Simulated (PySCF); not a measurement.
Consider C₅H₁₁FSi (SMILES F[SiH]1CCCCC1).

The calculation's input:

```
{"job": {"xc": "PBE0", "basis": "pcSseg-1", "kind": "nmr", "pop": true}, "charge": 0, "multiplicity": 1}
F      3.084499    -0.516605     0.356743
Si     1.624798    -0.315595    -0.351671
C      0.390582    -1.556402     0.304838
C     -1.034219    -1.134560    -0.086454
C     -1.408964     0.279088     0.361145
C     -0.586327     1.391643    -0.290870
C      0.906692     1.357729     0.071222
H      1.842097    -0.472535    -1.822309
H      0.487814    -1.574030     1.405833
H      0.611903    -2.578459    -0.043193
H     -1.152639    -1.200827    -1.184082
H     -1.760454    -1.851834     0.331592
H     -1.310187     0.350496     1.460458
H     -2.475576     0.450423     0.141256
H     -0.703567     1.321172    -1.388383
H     -1.012988     2.369647    -0.011529
H      1.454425     2.175496    -0.424737
H      1.033353     1.511469     1.158484
```

Command:

```sh
OMP_NUM_THREADS=1 python ens_run.py task.json out
```

Geometry: PBE0-D3(BJ)/def2-SVP.

Level of theory: PySCF 2.14.0, PBE0/pcSseg-1, SCF density, gas phase, non-relativistic.

What can the converged electron density and electron localisation function tell about the bonding?

Si–F (1.63 Å): ρ at the midpoint is about 1 e/Å³; the ELF peaks at about 0.85 in the valence shell of F, 0.5 Å from its nucleus, and is about 0.55 at the midpoint.
C–H (1.11 Å): the density is about 1.9 e/Å³ at the midpoint; the ELF climbs to about 1 towards the hydrogen, as it does in any bond to H; an ordinary covalent bond to hydrogen.
Si–H (1.49 Å): the density is about 0.79 e/Å³ at the midpoint; the ELF climbs to about 1 towards the hydrogen.

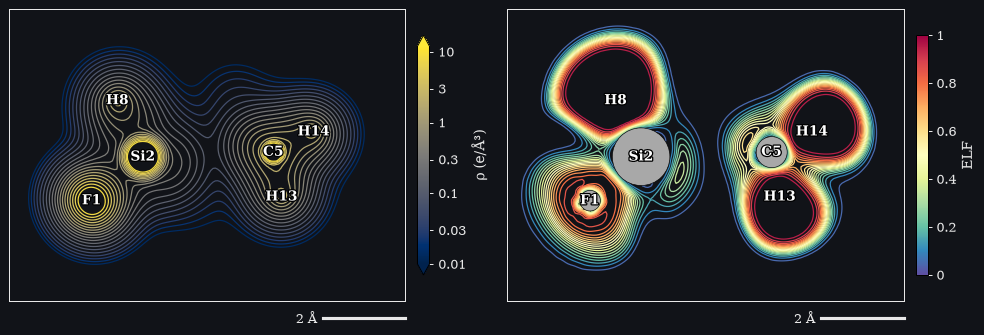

Computed electron density and electron localisation function on the plane of atoms H13, C5 and H14, in this order. Grey discs cover the atomic cores in the ELF map. 
